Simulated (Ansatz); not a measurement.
TiB₂ (AlB2 type, space group P6/mmm)

```
CELL_PARAMETERS angstrom
      3.03199     0.00000     0.00000
     -1.51599     2.62578     0.00000
      0.00000     0.00000     3.22435
ATOMIC_POSITIONS crystal
  Ti 0.00000 0.00000 0.00000
  B  0.33333 0.66667 0.50000
  B  0.66667 0.33333 0.50000
```

E(V) scan at fixed shape, V₀ the volume above. Symmetry pins the atoms to their sites.

All values below come from PBE (plane waves to 420 eV, PAW, scalar-relativistic; Ansatz, a first-principles code). k mesh 18×18×14 (Γ-centred), Fermi-Dirac smearing 0.05 eV. E stands for the smeared free energy. With the shape held, the modulus is that of even scaling; a crystal free to change shape is softer. TiB2 is run without spin polarisation. TiB2 was relaxed with its symmetry unable to fall. ΔE is measured from the relaxed starting cell.

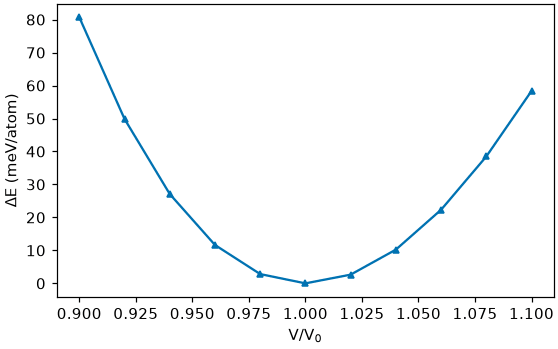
ΔE (meV/atom) against V/V₀; markers are the computed points, lines only join them.

Q: What is ΔE at V/V₀ = 0.900?

A: About 81 meV/atom.

Q: What is ΔE at V/V₀ = 1.100?

A: About 58 meV/atom.

Q: What bulk modulus at fixed cell shape B₀ follows from a third-order Birch-Murnaghan fit?

A: About 260 GPa.

(A scan under strain: stresses follow from slopes of the energy per volume, elastic moduli from its curvatures.)
